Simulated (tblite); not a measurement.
## C4H8N2Si2: geometry relaxation (part 2 of 2)

C4H8N2Si2; GFN2-xTB geometry optimisation, gas phase (tblite 0.8.0). It belongs to a series of runs on one base structure; here: constitutional isomer.

Geometry of the input (Å):
```
C  2.6655  0.4232  -0.9838
N  1.9712  -0.1120  -0.0415
C  0.6200  0.2948  0.0357
Si -0.4977  -0.9889  -0.7872
C  -1.7761  -0.4026  0.4760
C  -2.3234  0.8772  0.0598
N  -2.7339  1.9050  -0.2696
Si -0.3074  -0.1098  1.6066
H  2.1874  1.1324  -1.6528
H  3.6989  0.1328  -1.0594
H  0.3893  1.3109  -0.3333
H  -0.9220  -0.6679  -2.1372
H  -0.1009  -2.3790  -0.5533
H  -2.4998  -1.1645  0.7796
H  0.1510  -1.2802  2.3382
H  -0.5296  1.0375  2.5107
```

**Trajectory as extended XYZ, continued**
```
16
Properties=species:S:1:pos:R:3:forces:R:3 step=83 energy=-594.38329
C     2.9528    0.2484   -0.6419   -0.0280  -0.0260  -0.0250
N     1.9338   -0.3606   -0.2325    0.0590  -0.0050  -0.0460
C     0.6590    0.2426   -0.2848    0.0100  -0.0110   0.0210
Si   -0.7467   -0.8489   -1.0467    0.0020   0.0000   0.0000
C    -1.7765   -0.4753    0.5570   -0.0030  -0.0090   0.0040
C    -2.8000    0.4823    0.3674    0.0170  -0.0110  -0.0290
N    -3.6072    1.2809    0.2012    0.0030  -0.0020   0.0000
Si   -0.2147    0.2611    1.4419   -0.0410   0.0180   0.0020
H     2.9323    1.2561   -1.0763    0.0100  -0.0140   0.0200
H     3.9126   -0.2408   -0.5717   -0.0100  -0.0010  -0.0020
H     0.6979    1.2440   -0.7491   -0.0220   0.0380   0.0020
H    -1.3187   -0.3445   -2.2918    0.0000   0.0170  -0.0060
H    -0.4049   -2.2654   -1.1279   -0.0010   0.0120   0.0090
H    -2.2160   -1.3507    1.0328    0.0240  -0.0110   0.0230
H     0.3749   -0.6991    2.3658   -0.0070  -0.0250   0.0260
H    -0.3862    1.5787    2.0449   -0.0130   0.0290   0.0000
16
Properties=species:S:1:pos:R:3:forces:R:3 step=95 energy=-594.39052
C     2.9638    0.1210   -0.6338    0.0020  -0.0030  -0.0180
N     1.9022   -0.3951   -0.2074    0.0100   0.0530   0.0050
C     0.6758    0.3047   -0.2785    0.0200   0.0150  -0.0130
Si   -0.7372   -0.7498   -1.0798    0.0050   0.0080   0.0160
C    -1.7441   -0.4950    0.5608   -0.0180  -0.0100   0.0010
C    -2.8813    0.3342    0.4281   -0.0240   0.0510  -0.0110
N    -3.7769    1.0433    0.3116    0.0470  -0.0600  -0.0020
Si   -0.2388    0.3747    1.4248   -0.0050  -0.0490   0.0280
H     3.0193    1.1194   -1.0870    0.0210  -0.0220   0.0180
H     3.8824   -0.4422   -0.5587   -0.0250   0.0120  -0.0070
H     0.7917    1.3017   -0.7417    0.0150  -0.0240  -0.0180
H    -1.3167   -0.1449   -2.2765   -0.0210  -0.0090   0.0100
H    -0.3706   -2.1495   -1.2729   -0.0200   0.0230  -0.0020
H    -2.0491   -1.4248    1.0416   -0.0070   0.0180  -0.0150
H     0.3594   -0.5085    2.4194    0.0070   0.0150   0.0300
H    -0.4875    1.7198    1.9384   -0.0070  -0.0180  -0.0230
16
Properties=species:S:1:pos:R:3:forces:R:3 step=107 energy=-594.39387
C     2.9692    0.0469   -0.6297   -0.0090  -0.0040   0.0110
N     1.8836   -0.4053   -0.1915    0.0100   0.0080  -0.0020
C     0.6895    0.3469   -0.2731   -0.0030  -0.0040  -0.0010
Si   -0.7325   -0.6816   -1.0946   -0.0010   0.0010  -0.0090
C    -1.7217   -0.5070    0.5649   -0.0010  -0.0030  -0.0070
C    -2.9114    0.2498    0.4612    0.0280  -0.0210   0.0060
N    -3.8606    0.8869    0.3637   -0.0110   0.0170  -0.0050
Si   -0.2488    0.4223    1.4204    0.0050   0.0130  -0.0090
H     3.0833    1.0354   -1.0915   -0.0070  -0.0080   0.0000
H     3.8532   -0.5680   -0.5525    0.0010   0.0080   0.0050
H     0.8515    1.3358   -0.7371    0.0060  -0.0030   0.0020
H    -1.3448   -0.0309   -2.2503   -0.0070  -0.0010   0.0090
H    -0.3571   -2.0660   -1.3588   -0.0130  -0.0020  -0.0110
H    -1.9665   -1.4626    1.0281    0.0070   0.0010   0.0050
H     0.3661   -0.3753    2.4748    0.0010  -0.0060   0.0030
H    -0.5606    1.7816    1.8545   -0.0070   0.0050   0.0030
16
Properties=species:S:1:pos:R:3:forces:R:3 step=119 energy=-594.39582
C     2.9712   -0.0289   -0.5920   -0.0480  -0.0150   0.0270
N     1.8571   -0.4312   -0.1748    0.0300   0.0550  -0.0310
C     0.7005    0.3764   -0.2905    0.0010  -0.0080  -0.0070
Si   -0.7431   -0.6190   -1.1209    0.0070   0.0080  -0.0080
C    -1.6849   -0.5214    0.5700    0.0030  -0.0140  -0.0020
C    -2.9294    0.1449    0.5043   -0.0600   0.0530   0.0020
N    -3.9195    0.7213    0.4272    0.0720  -0.0540   0.0160
Si   -0.2526    0.4941    1.3938   -0.0040  -0.0150   0.0030
H     3.1354    0.9510   -1.0585   -0.0070  -0.0280   0.0090
H     3.8275   -0.6786   -0.4899   -0.0080   0.0100   0.0030
H     0.9211    1.3512   -0.7597   -0.0060  -0.0130  -0.0080
H    -1.4142    0.0940   -2.2048    0.0210   0.0200  -0.0060
H    -0.3902   -1.9840   -1.4941    0.0080  -0.0040   0.0050
H    -1.8371   -1.4977    1.0290   -0.0160  -0.0030   0.0160
H     0.3821   -0.2216    2.4958   -0.0040   0.0080  -0.0130
H    -0.6316    1.8585    1.7536    0.0110   0.0010  -0.0050
16
Properties=species:S:1:pos:R:3:forces:R:3 step=131 energy=-594.39868
C     2.9521   -0.1334   -0.5376   -0.0100   0.0270   0.0070
N     1.8029   -0.4528   -0.1469    0.0130   0.0100  -0.0140
C     0.7056    0.4227   -0.3187   -0.0020   0.0040  -0.0010
Si   -0.7558   -0.5357   -1.1551    0.0150  -0.0080   0.0010
C    -1.6316   -0.5495    0.5733   -0.0350   0.0140   0.0080
C    -2.9326    0.0026    0.5688   -0.0710   0.0530  -0.0170
N    -3.9699    0.4940    0.5322    0.0840  -0.0620   0.0280
Si   -0.2632    0.5811    1.3524    0.0100   0.0120  -0.0120
H     3.1869    0.8221   -1.0238    0.0100  -0.0280   0.0070
H     3.7643   -0.8285   -0.3894    0.0000  -0.0050  -0.0020
H     0.9969    1.3703   -0.8033    0.0040  -0.0120   0.0130
H    -1.4599    0.2858   -2.1357   -0.0070  -0.0060  -0.0270
H    -0.4156   -1.8610   -1.6617   -0.0080   0.0130   0.0100
H    -1.6738   -1.5393    1.0269    0.0060  -0.0050  -0.0040
H     0.4041   -0.0168    2.5037   -0.0100   0.0050  -0.0060
H    -0.7179    1.9474    1.6036    0.0030  -0.0140   0.0100
16
Properties=species:S:1:pos:R:3:forces:R:3 step=143 energy=-594.40237
C     2.9267   -0.2342   -0.4693    0.0060  -0.0270   0.0040
N     1.7400   -0.4708   -0.1362    0.0000   0.0090  -0.0130
C     0.7116    0.4742   -0.3572   -0.0050   0.0050  -0.0100
Si   -0.7702   -0.4457   -1.2012    0.0020  -0.0040   0.0030
C    -1.5807   -0.5471    0.5565   -0.0160  -0.0110  -0.0100
C    -2.9271   -0.1308    0.6426    0.0080   0.0080   0.0030
N    -4.0098    0.2453    0.6997   -0.0190   0.0000  -0.0060
Si   -0.2742    0.6755    1.2972    0.0200  -0.0070   0.0240
H     3.2570    0.6969   -0.9443   -0.0120   0.0060  -0.0020
H     3.6769   -0.9878   -0.2829    0.0040   0.0030   0.0050
H     1.0772    1.3945   -0.8393    0.0110   0.0090  -0.0180
H    -1.5033    0.4192   -2.1235   -0.0050   0.0020   0.0110
H    -0.4520   -1.7406   -1.7934    0.0050   0.0040   0.0140
H    -1.5010   -1.5460    0.9872    0.0180   0.0130  -0.0070
H     0.4136    0.1744    2.4829   -0.0190   0.0120  -0.0030
H    -0.7921    2.0319    1.4699    0.0020  -0.0220   0.0050
16
Properties=species:S:1:pos:R:3:forces:R:3 step=155 energy=-594.40303
C     2.9135   -0.2680   -0.4548   -0.0010   0.0020   0.0020
N     1.7175   -0.4743   -0.1349   -0.0020   0.0060   0.0030
C     0.7142    0.4945   -0.3683    0.0000   0.0010  -0.0030
Si   -0.7727   -0.4162   -1.2117   -0.0030  -0.0020   0.0000
C    -1.5614   -0.5484    0.5521    0.0000   0.0070  -0.0010
C    -2.9171   -0.1697    0.6601   -0.0030  -0.0030  -0.0040
N    -4.0096    0.1744    0.7320    0.0000  -0.0020  -0.0020
Si   -0.2748    0.6998    1.2846   -0.0040   0.0010   0.0010
H     3.2685    0.6548   -0.9286    0.0010  -0.0030  -0.0020
H     3.6447   -1.0367   -0.2556    0.0010  -0.0020  -0.0010
H     1.1038    1.4045   -0.8519   -0.0010  -0.0020   0.0030
H    -1.5235    0.4628   -2.1056   -0.0020  -0.0010   0.0000
H    -0.4522   -1.7004   -1.8247    0.0020   0.0020  -0.0010
H    -1.4441   -1.5475    0.9725    0.0030   0.0020   0.0040
H     0.4080    0.2329    2.4858    0.0030  -0.0030  -0.0010
H    -0.8224    2.0463    1.4376    0.0050  -0.0020   0.0000
```

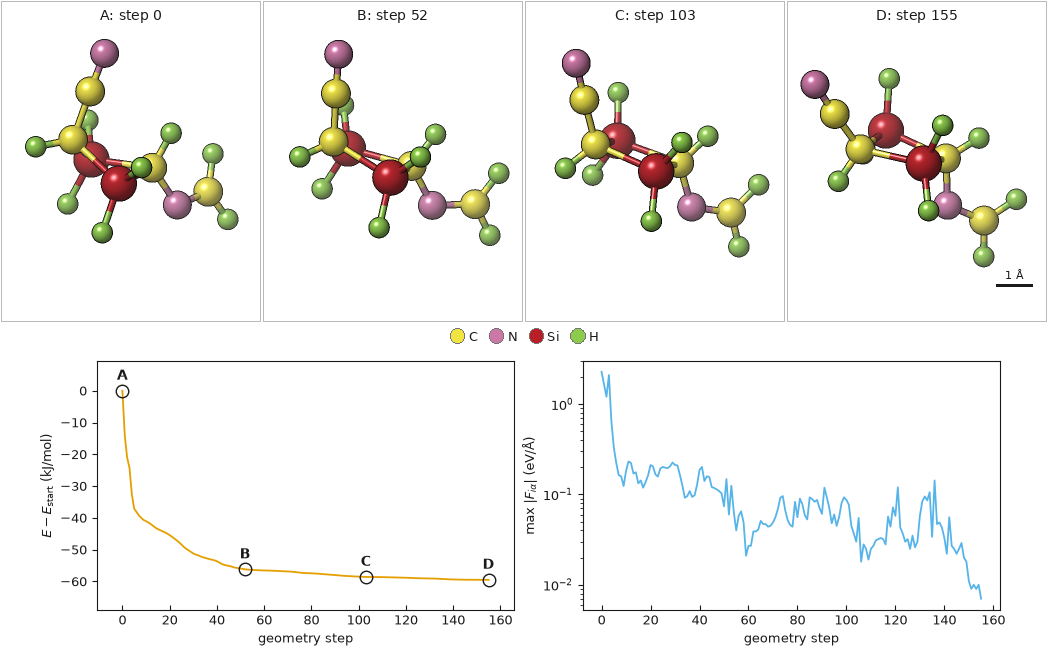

*Frames of the relaxation (ball-and-stick view, seen at a tilt) above the curves, on which the letters mark them (steps are counted from 0).*

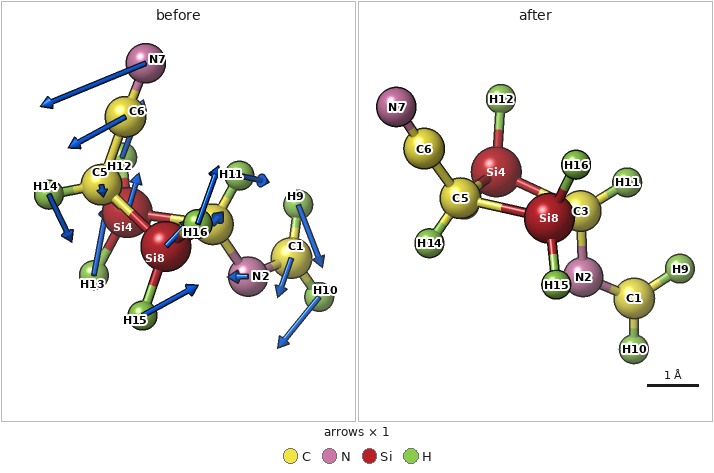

*Before (left) and after (right) the relaxation, at one scale (ball-and-stick view, seen at a tilt). The blue arrows give the displacements, at true length.*

After 155 geometry steps the energy has fallen by 59.5 kJ/mol. Largest force component: 2.3 eV/Å at the start, 0.007 eV/Å at the end. The largest move after the best rigid fit is that of N7, 2.41 Å. Largest moves by element: N 2.41 Å, H 1.65 Å, C 1.37 Å, Si 0.85 Å. Distances before and after: C3–Si8 1.869 → 1.937 Å, C5–Si8 1.876 → 1.936 Å, C3–Si4 1.891 → 1.937 Å, C5–C6 1.453 → 1.412 Å. Among the angles that change: N2–C3–Si8 117.3° → 107.1°, C6–C5–H14 116.4° → 108.6°, Si4–C3–H11 110.8° → 118.0°. (Atoms are counted from 1 in the order of the input.)

**Results in brief**

| quantity | value |
| --- | --- |
| outcome | converged |
| total energy | −594.4030 eV |
| wall time | 2.2 s |
| peak memory | 0.18 GiB |
